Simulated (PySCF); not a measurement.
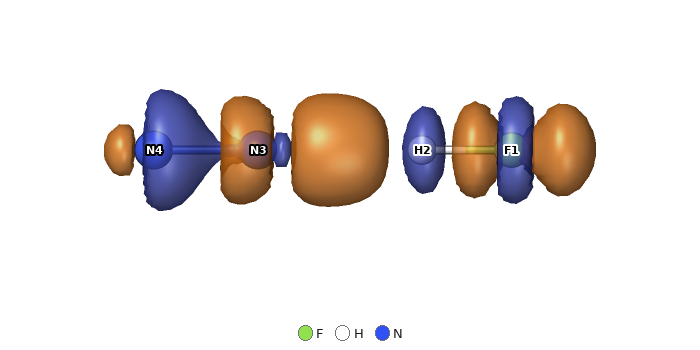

FHN2, SMILES `F.N#N`. Density of the complex less the densities of the two fragments at the same geometry, ±0.01 e/Å³ (orange: gain, blue: loss). Fragment A: HF (atoms 1–2); fragment B: N2.

Computed with PySCF, CAM-B3LYP/6-311+G**, geometry: GFN2-xTB.

Input script:

```python
import numpy as np
from pyscf import gto, scf, dft
from pyscf.scf import atom_ks, atom_hf
from scipy.linalg import block_diag
from pyscf.dispersion import dftd3

def solve(mol, dm0=None, hcore=None):
    mf = (dft.UKS if mol.spin else dft.RKS)(mol, xc='camb3lyp')
    mf.grids.level = 3
    mf = mf.density_fit(auxbasis='def2-universal-jkfit')
    mf.conv_tol, mf.max_cycle = 1e-8, 80
    if hcore is not None:
        mf.get_hcore = lambda *args: hcore
    mf.kernel(dm0)
    if not mf.converged:
        mf = mf.newton().run(mf.mo_coeff, mf.mo_occ, max_cycle=30)
    assert mf.converged, 'SCF not converged'
    return mf

mol = gto.M(atom='''
F     -1.91852     0.00006     0.00000
H     -0.97403     0.00017     0.00000
N      0.75492    -0.00034     0.00000
N      1.85090     0.00023     0.00000
''', basis='6-311+g**', charge=0, spin=0, verbose=4)
mol_a = gto.M(atom='''
F     -1.91852     0.00006     0.00000
H     -0.97403     0.00017     0.00000
ghost-N      0.75492    -0.00034     0.00000
ghost-N      1.85090     0.00023     0.00000
''', basis='6-311+g**', charge=0, spin=0, verbose=4)
mol_b = gto.M(atom='''
ghost-F     -1.91852     0.00006     0.00000
ghost-H     -0.97403     0.00017     0.00000
N      0.75492    -0.00034     0.00000
N      1.85090     0.00023     0.00000
''', basis='6-311+g**', charge=0, spin=0, verbose=4)
ab, a, b = solve(mol), solve(mol_a), solve(mol_b)
e_int = ab.e_tot - a.e_tot - b.e_tot
print('counterpoise-corrected interaction energy / kcal/mol', e_int * 627.5095)
def disp(atoms, charge):
    m = gto.M(atom=atoms, charge=charge, basis='sto-3g', spin=None, unit='Bohr', verbose=0)
    return dftd3.DFTD3Dispersion(m, xc='camb3lyp', version='d3bj').get_dispersion()['energy']
e_disp = disp(mol._atom, mol.charge) - disp(mol._atom[:2], mol_a.charge) - disp(mol._atom[2:], mol_b.charge)
print('D3(BJ) part / kcal/mol', e_disp * 627.5095)
# spherically averaged free atoms, for the promolecule
atm = atom_ks.get_atm_nrks(mol, xc='camb3lyp')
pro = block_diag(*[(atm[a[0]][2] * atm[a[0]][3]) @ atm[a[0]][2].T for a in mol._atom])
np.savez('result.npz', e_int=e_int, e_disp=e_disp, dm_a=a.make_rdm1(), dm_b=b.make_rdm1(), c=ab.mo_coeff, occ=ab.mo_occ, eps=ab.mo_energy, pro=pro, d=[f.dip_moment(verbose=0) for f in (ab, a, b)])
```

Command:

```sh
OMP_NUM_THREADS=1 python input.py
```

The run took 7.2 s on 1 thread of Arm Neoverse V1 (shared host), peak memory 0.28 GiB.

Partitions, critical points and surface values were worked out afterwards from this run's density.

### Which way does charge flow?

Hirshfeld charges show 0.034 e passing from B to A. By Hirshfeld charges, electrons gather most on F1 (−0.033 e) and leave N4 most (+0.048 e); 0.09 e is displaced in all, which induces a dipole of 0.89 D.

### What is the interaction energy, and which contacts carry it?

The counterpoise-corrected interaction energy of the frozen fragments is −1.3 kcal/mol without dispersion correction and −1.6 kcal/mol with D3(BJ). The pair geometry is semi-empirical, not a minimum at this level. Contacts: H2···N3, hydrogen bond, 1.73 Å, ρ = 0.039 a.u. The pose is a local one from a semi-empirical search, not shown to be the most stable.
